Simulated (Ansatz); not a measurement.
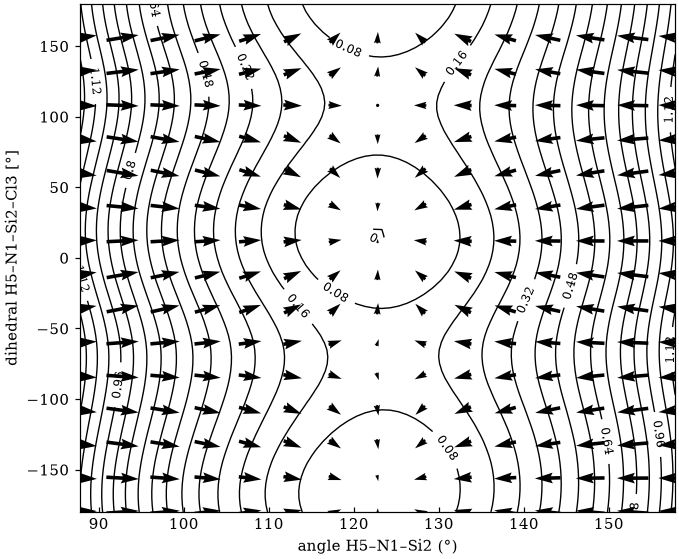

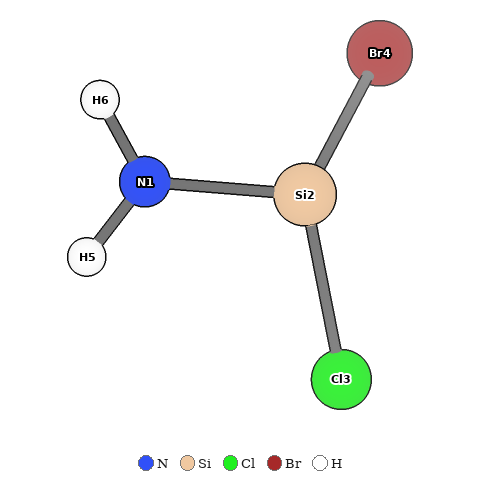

Energy landscape of BrClH2NSi, SMILES N[Si](Cl)Br, spin multiplicity 2. First axis: angle H5–N1–Si2. Second axis: dihedral H5–N1–Si2–Cl3. Nothing is relaxed (all other coordinates rigid). Grid: 15 × 15 points. Energies: eV, counted from the lowest grid point. Theory: UHF/def2-SVP (Ansatz).

The picture shows contour lines labelled in eV, arrows along the force (downhill), their lengths compressed. Between grid points the surface is interpolated. The second picture is the structure at the lowest point.

Where are the wells?

Answer. The lowest grid point is at angle H5–N1–Si2 = 122.8°, dihedral H5–N1–Si2–Cl3 = 12°; the map holds 2 wells of about this depth. The highest grid point, angle H5–N1–Si2 = 87.8°, dihedral H5–N1–Si2–Cl3 = −60°, lies 1.24 eV above the lowest. On the interpolated surface the easiest way out of the lowest well to the well at about angle H5–N1–Si2 = 123°, dihedral H5–N1–Si2–Cl3 = −165° passes a barrier of about 0.12 eV. Round the minimum the two coordinates are nearly uncoupled.

The values on the grid:

```csv
"dihedral H5–N1–Si2–Cl3 ↓, angle H5–N1–Si2 →",87.8,92.8,97.8,102.8,107.8,112.8,117.8,122.8,127.8,132.8,137.8,142.8,147.8,152.8,157.8
156,1.17,0.87,0.62,0.41,0.25,0.14,0.07,0.05,0.07,0.13,0.24,0.39,0.58,0.82,1.10
132,1.22,0.92,0.67,0.47,0.31,0.20,0.13,0.10,0.12,0.18,0.29,0.43,0.63,0.86,1.14
108,1.23,0.94,0.69,0.48,0.33,0.22,0.15,0.12,0.14,0.20,0.31,0.46,0.65,0.88,1.16
84,1.20,0.90,0.65,0.45,0.30,0.19,0.12,0.10,0.12,0.19,0.29,0.44,0.64,0.87,1.15
60,1.14,0.84,0.60,0.40,0.25,0.14,0.07,0.05,0.08,0.14,0.25,0.40,0.60,0.83,1.11
36,1.09,0.80,0.55,0.35,0.20,0.10,0.03,0.01,0.03,0.10,0.21,0.36,0.55,0.79,1.07
12,1.08,0.79,0.54,0.35,0.19,0.09,0.02,0.00,0.02,0.09,0.19,0.34,0.54,0.77,1.05
−12,1.12,0.83,0.58,0.38,0.23,0.12,0.05,0.03,0.05,0.11,0.22,0.37,0.56,0.79,1.07
−36,1.19,0.89,0.65,0.44,0.29,0.17,0.11,0.08,0.10,0.16,0.26,0.41,0.60,0.84,1.12
−60,1.24,0.94,0.69,0.49,0.33,0.22,0.15,0.12,0.14,0.20,0.30,0.45,0.64,0.87,1.15
−84,1.24,0.94,0.69,0.49,0.33,0.22,0.14,0.12,0.13,0.19,0.29,0.44,0.63,0.86,1.14
−108,1.20,0.90,0.66,0.45,0.29,0.18,0.11,0.08,0.10,0.15,0.26,0.40,0.59,0.82,1.10
−132,1.16,0.86,0.61,0.40,0.24,0.13,0.06,0.03,0.05,0.11,0.22,0.36,0.55,0.79,1.07
−156,1.12,0.82,0.57,0.37,0.21,0.10,0.03,0.00,0.02,0.09,0.19,0.34,0.54,0.77,1.06
−180,1.13,0.82,0.57,0.37,0.21,0.10,0.03,0.01,0.03,0.09,0.20,0.35,0.55,0.79,1.07
```

Each point was launched as `ansatz run input.yaml --threads 1 --pin off --max-ram 2560MiB --backend cpu --events-out ev --progress --plain --runs-dir out`. The whole map (225 points run) took 13 min on 1 thread of Arm Neoverse V2, on a shared host.
